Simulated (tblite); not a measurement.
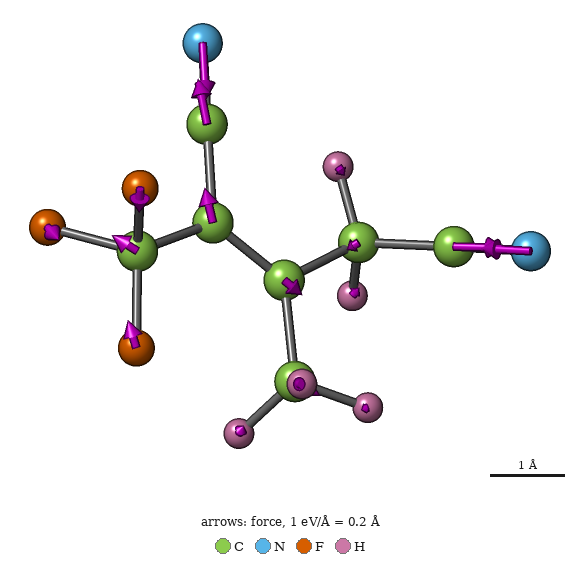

Starting geometry of C7H5F3N2 with the computed forces as purple arrows. A ball-and-stick model, seen at a tilt.

Computed with tblite 0.8.0, GFN2-xTB geometry optimisation, gas phase. 

Q: What follows when this structure is relaxed?

A: It isn't relaxed: the largest force vector, on an N atom, is 4.15 eV/Å. The final displacements have little in common with the starting forces (cosine between the two patterns 0.20). The energy falls by 74.6 kJ/mol in 107 geometry steps. The largest move after the best rigid fit is that of an F atom, 1.06 Å. Largest moves by element: F 1.06 Å, N 0.33 Å, H 0.24 Å, C 0.20 Å. Near-neighbour distances that change, for instance: C–F 1.407 → 1.333 Å, C–C 1.306 → 1.347 Å, C–C 1.473 → 1.509 Å, C–C 1.449 → 1.414 Å. Bond angles that change, for instance: C–C–F 104.3° → 112.8°, F–C–F 112.4° → 106.0°, C–C–H 103.4° → 109.4°. Groups turn about C–C by about 50°. The run took 3.1 s on 1 thread of Intel(R) Xeon(R) Processor @ 2.50GHz, with other jobs on the host.
